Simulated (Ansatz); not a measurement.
Band structure of YPt₂ (Fd-3m, 6 atoms in the cell).

```xyz
6
Lattice="0.0000 3.8254 3.8254 3.8254 0.0000 3.8254 3.8254 3.8254 0.0000" Properties=species:S:1:pos:R:3 pbc="T T T"
Y      3.8254     3.8254     3.8254
Y      5.7381     5.7381     5.7381
Pt     0.9563     2.8690     2.8690
Pt     2.8690     2.8690     0.9563
Pt     2.8690     0.9563     2.8690
Pt     0.9563     0.9563     0.9563
```

Computed with PBEsol, PAW files made with PBE (plane waves; Ansatz, a program for electronic structure).

Settings: basis.ecutwfc = 30.9 Ry; kpoints.mp_grid.grid = 6 6 6; hamiltonian.xc = pbesol; hamiltonian.pseudopotentials = {kind: paw} (the program's default PAW files); scf.occupations.method = gaussian; scf.occupations.width = 0.0073 Ry; kpoints.band_path.npoints = 8.

The starting cell comes from a database of computed structures (which also holds hypothetical and non-ambient phases and stackings), without a prior relaxation at this level. Spin-orbit coupling is off. Spin polarisation is off.

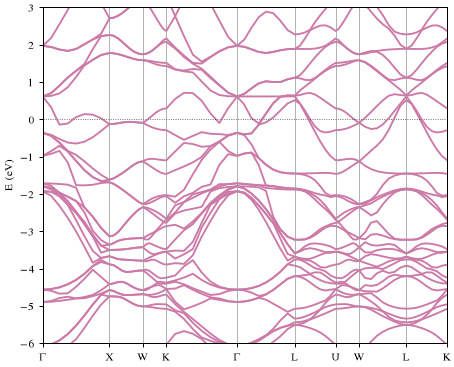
Bands along the path, energies from the Fermi level.

Levels in eV from the Fermi level, bands 44 to 51:
```
point     44     45     46     47     48    49    50    51
-----  -----  -----  -----  -----  -----  ----  ----  ----
Γ      -0.98  -0.36  -0.36  -0.36   0.61  0.61  0.61  0.61
X      -1.69  -1.62  -1.62  -0.13  -0.13  1.78  1.78  2.26
W      -2.27  -1.13  -1.13  -0.09  -0.09  1.58  1.58  1.74
K      -2.03  -1.46  -1.10  -0.29   0.29  1.43  1.51  2.08
L      -1.45  -1.45   0.51   0.61   0.63  0.63  1.12  1.12
U      -2.03  -1.46  -1.10  -0.29   0.29  1.43  1.51  2.08
```

Bands cross the Fermi level along this path, so the cell is metallic at this level.

Keys are those of Ansatz 0.2.
